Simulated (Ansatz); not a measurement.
Given this structure, the input geometry of an electronic-structure calculation (not necessarily at equilibrium), written in its standard cell:

```cif
data_structure
_symmetry_space_group_name_H-M 'Im-3m'
_symmetry_Int_Tables_number 229
_cell_length_a 3.1602
_cell_length_b 3.1602
_cell_length_c 3.1602
_cell_angle_alpha 90.000
_cell_angle_beta 90.000
_cell_angle_gamma 90.000
_cell_volume 31.56
loop_
_atom_site_label
_atom_site_type_symbol
_atom_site_symmetry_multiplicity
_atom_site_Wyckoff_symbol
_atom_site_fract_x
_atom_site_fract_y
_atom_site_fract_z
_atom_site_occupancy
Mo1 Mo 2 a 0.00000 0.00000 0.00000 1
```

**Predict the [111] zone-axis pattern (200 kV, kinematic, B = 0.5 Å²).**

The spots form a hexagonal net with both shortest vectors at d = 2.23 Å, 60.0° apart. They are -1 1 0 and -1 0 1. The pattern has symmetry 6mm. No reflection of this zone is absent.

Strongest reflections with d > 0.80 Å, one of each family (|F|² from tabulated Gaussian fits of the electron scattering factors, times a small damping for the curvature of the Ewald sphere):

| hkl | d (Å) | I (strongest = 100) |
| --- | --- | --- |
| 1 0 -1 | 2.235 | 100 |
| 2 -1 -1 | 1.290 | 29 |
| 2 0 -2 | 1.117 | 19 |
| 3 -1 -2 | 0.845 | 7 |

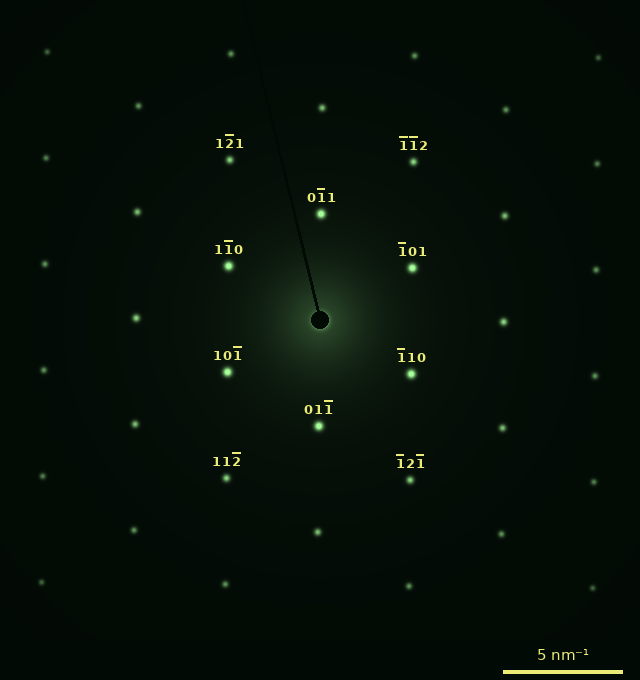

Calculated pattern, seen from the source side with [111] pointing towards the source.
